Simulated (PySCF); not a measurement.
Consider C8H14OP (charge +1).

```xyz
24

C    -2.2244    1.6206   -1.1800
C    -2.1839    0.4680   -0.1820
P    -0.6950   -0.5629   -0.4188
C    -0.7354   -1.3605   -2.0447
C    -0.4982   -1.7513    0.9161
C     0.6475   -1.4815    1.5497
C     1.4147   -0.3475    1.0048
O     2.5485   -0.0702    1.6091
C     3.3365    1.0081    1.1326
C     0.8338    0.2631   -0.0671
H    -3.0824    2.2537   -0.9686
H    -1.3287    2.2335   -1.1052
H    -2.3188    1.2602   -2.2015
H    -3.0582   -0.1802   -0.2907
H    -2.1557    0.8404    0.8457
H     0.1173   -2.0332   -2.1314
H    -0.6746   -0.5986   -2.8216
H    -1.6627   -1.9230   -2.1532
H    -1.1968   -2.5317    1.1608
H     1.0380   -2.0176    2.3989
H     4.2116    1.0456    1.7771
H     3.6470    0.8364    0.0993
H     2.7877    1.9503    1.1999
H     1.2204    1.0979   -0.6197
```

Geometry: GFN2-xTB.

These are results of PBE0/pcSseg-1, SCF density, gas phase, non-relativistic (PySCF), not measurements.

What can the converged electron density and electron localisation function tell about the bonding?

C–O (1.31 Å): ρ at the midpoint is about 2.6 e/Å³; the ELF peaks at about 0.90 between the atoms: a polar covalent bond.
C–C (1.34 Å): the density is about 2.3 e/Å³ at the midpoint; the ELF peaks at about 0.90 between the atoms (a multiple bond).
C–P (1.77 Å): ρ at the midpoint is about 1.3 e/Å³; the ELF peaks at about 0.95 between the atoms; a shared electron pair.
C–H (1.07 Å): the density is about 2 e/Å³ at the midpoint; the ELF climbs to about 1 towards the hydrogen, as it does in any bond to H; an ordinary covalent bond to hydrogen.

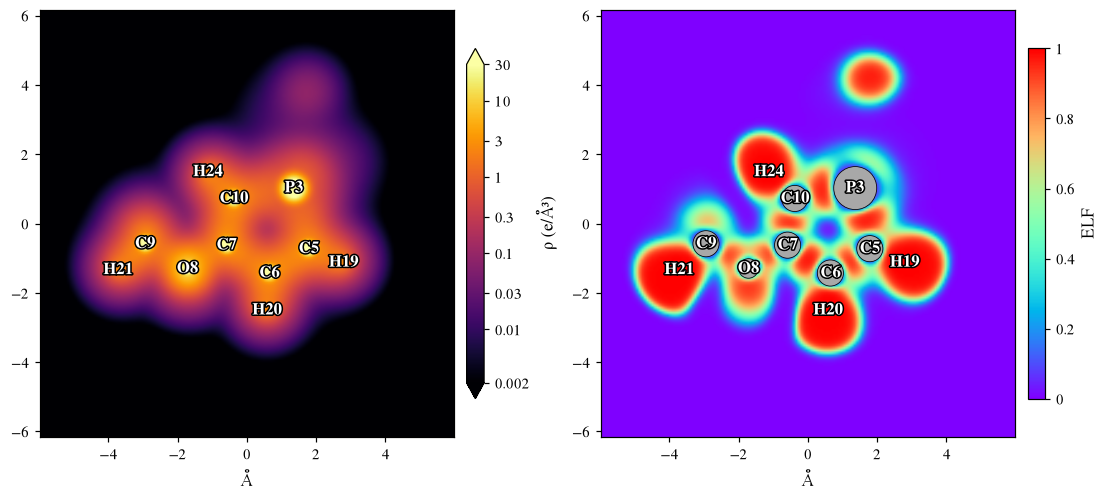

Computed electron density and electron localisation function on the plane of atoms P3, C5 and C6, in this order. Grey discs cover the atomic cores in the ELF map. 
